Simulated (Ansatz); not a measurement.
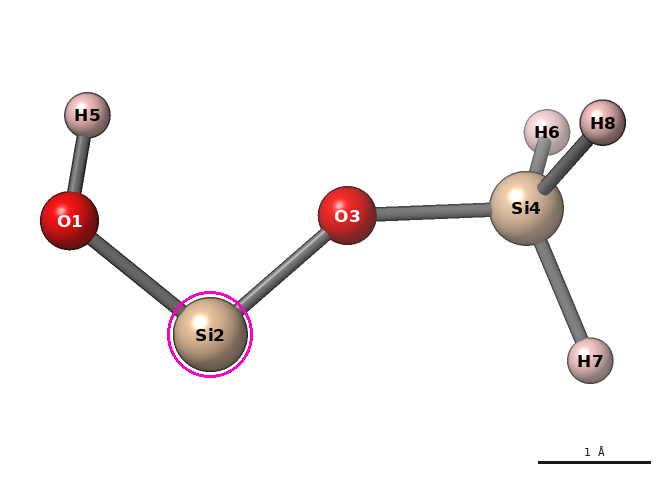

(Drawn from a calculation with Ansatz.)

Orthographic view. Depth is shown by fading: the farther an atom, the more it takes the colour of the background. State: charge +1, doublet. Geometry: the geometry of the neutral molecule.

Name the neighbours of the circled atom.

The circled atom is Si2; it is bonded to O1, O3.

What is the shortest path along bonds from the circled atom to H7?

Si2–O3–Si4–H7, 3 bonds; through space the two are 3.49 Å apart.

Which atom is farthest from the viewer?

H6, 1.6 Å behind the mean position.
